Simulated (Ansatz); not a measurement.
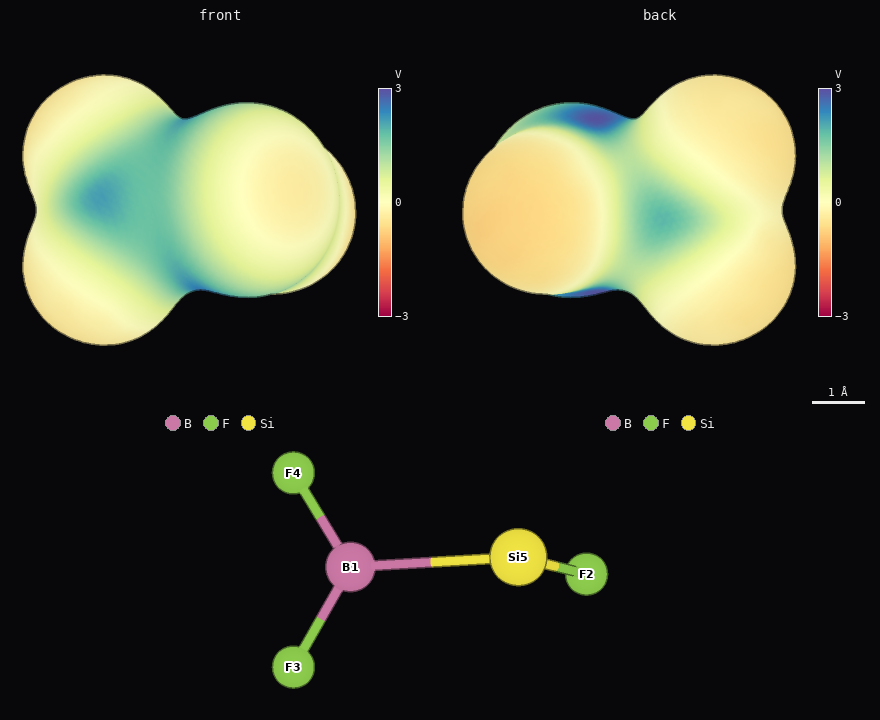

BF3Si (SMILES F[Si]B(F)F). The molecular electrostatic potential painted on the density surface at 0.002 e/bohr³, seen from the front and from behind; the colour scale runs from red (negative) to blue (positive). The bare structure is drawn below in the same view.

Geometry: PBE-D3(BJ)/def2-SVP.

Computed with isolated molecule in a Gaussian basis; Kohn-Sham density functional theory, functional PBE0 (Ansatz 0.2.0).

Input

```
crystal:
  periodic: [false, false, false]
  atoms:
    - {symbol: B, position_ang: [-0.205837, 1.161520, -0.069845]}
    - {symbol: F, position_ang: [-0.407472, -1.422035, 0.985187]}
    - {symbol: F, position_ang: [-1.285691, 1.935772, 0.065310]}
    - {symbol: F, position_ang: [0.452191, 1.272275, -1.226778]}
    - {symbol: Si, position_ang: [0.470538, -0.102032, 1.490197]}
basis:
  gaussian: {orbitals: def2-TZVPD}
magnetization: {spin_polarized: false, initial_magnetization: 0}
hamiltonian: {xc: {name: PBE0}}
output: {forces: true, orbitals: {seedname: orbitals}}
```

Launched as:

```sh
ansatz run input.yaml --threads 1 --pin off --max-ram 2610MiB --events-out events.jsonl --progress --plain --runs-dir runs
```

Describe the electrostatic potential map.

The most negative region (about −0.8 V, or −18 kcal/mol for a unit charge) lies over F2, the most positive (about +2.8 V, or +65 kcal/mol for a unit charge) over Si5.
